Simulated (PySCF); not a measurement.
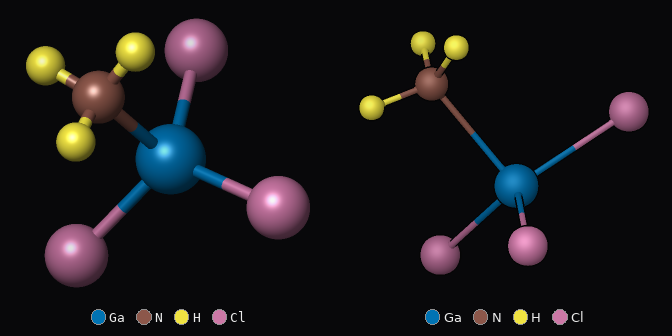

The same structure drawn twice, from different directions.

Give the formula.

Cl₃GaH₃N, 8 atoms: 3 chlorine, 1 gallium, 3 hydrogen and 1 nitrogen.

How many bonds of each kind are drawn?

3 Cl–Ga, 3 N–H, 1 Ga–N. Sticks follow a distance rule.

The parts below concern this one geometry. Atoms keep their numbers from picture to picture. The computed structure is the end point of a PBE0-D3(BJ)/def2-SVP optimisation. No frequency run is at hand to confirm it as a minimum.

Shape

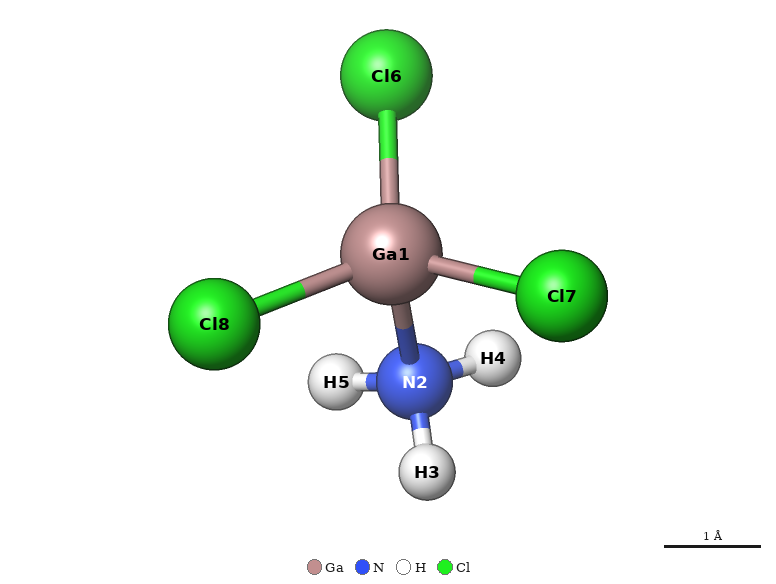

Numbered structure. No frequency run is at hand to confirm it as a minimum.

What are the angles N2–Ga1–Cl6, N2–Ga1–Cl7, N2–Ga1–Cl8, Cl6–Ga1–Cl7, Cl6–Ga1–Cl8, Cl7–Ga1–Cl8, Ga1–N2–H3, Ga1–N2–H4, Ga1–N2–H5, H3–N2–H4, H3–N2–H5, H4–N2–H5?

```json
{"angle": "N2–Ga1–Cl6", "degrees": "100.5"}
{"angle": "N2–Ga1–Cl7", "degrees": "99.8"}
{"angle": "N2–Ga1–Cl8", "degrees": "99.8"}
{"angle": "Cl6–Ga1–Cl7", "degrees": "117.3"}
{"angle": "Cl6–Ga1–Cl8", "degrees": "117.7"}
{"angle": "Cl7–Ga1–Cl8", "degrees": "116.1"}
{"angle": "Ga1–N2–H3", "degrees": "110.1"}
{"angle": "Ga1–N2–H4", "degrees": "110.7"}
{"angle": "Ga1–N2–H5", "degrees": "111.2"}
{"angle": "H3–N2–H4", "degrees": "108.2"}
{"angle": "H3–N2–H5", "degrees": "108.2"}
{"angle": "H4–N2–H5", "degrees": "108.3"}
```

Polarisability

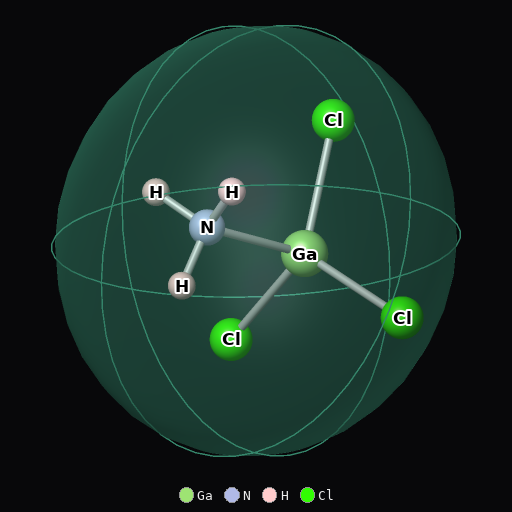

The ellipsoid shows the static dipole polarisability: its half-axes are proportional to the principal values. No frequency run is at hand to confirm it as a minimum. Method: CAM-B3LYP/def2-SVPD (PySCF 2.14.0).

Give the principal values, the mean and the anisotropy.

Principal values 71.2, 82.4, 82.9 bohr³; mean 78.9 bohr³ (11.69 Å³); anisotropy 11.5 bohr³, so the longest axis is 1.16 times the shortest.

Excitation

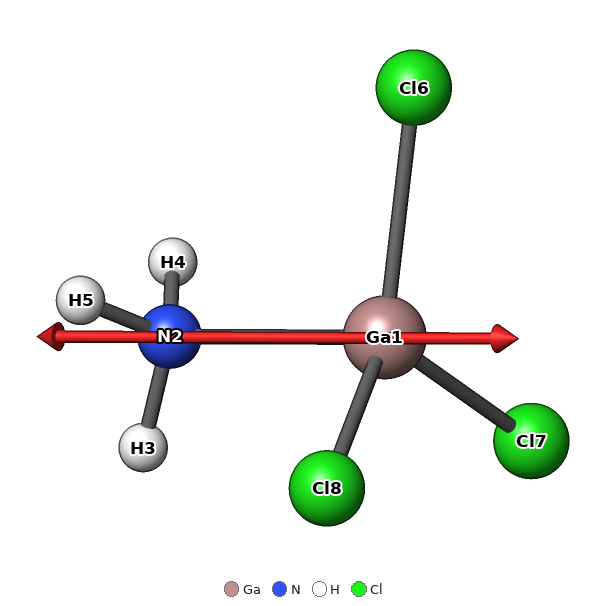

The double arrow shows the direction of the transition dipole to excited singlet state 6 (its length means nothing). No frequency run is at hand to confirm it as a minimum. Level of theory: TDDFT CAM-B3LYP/def2-SVPD, vertical, gas phase, core orbitals frozen in the response (PySCF 2.14.0).

How is the transition polarised?

Nearly parallel to the Ga1–N2 bond.

Give its energy, strength and character.

7.29 eV (170 nm), oscillator strength 0.15, mainly HOMO−5 → LUMO (weight 0.71); transition dipole 2.36 D.

Core levels

No frequency run is at hand to confirm it as a minimum. Level of theory: delta-SCF UKS SCAN, pcX-2 on the ionised atom (unc-x2c-TZVPall on a metal), pcseg-1 elsewhere, spin-free X2C (PySCF 2.14.0).

Give the core-electron binding energies (to vacuum; p and d levels without spin–orbit splitting) of N2 1s, Cl6 1s, Cl6 2p.

```json
{"atom": "N2", "level": "1s", "binding energy (eV)": "408.4"}
{"atom": "Cl6", "level": "1s", "binding energy (eV)": "2828.0"}
{"atom": "Cl6", "level": "2p", "binding energy (eV)": "206.0"}
```
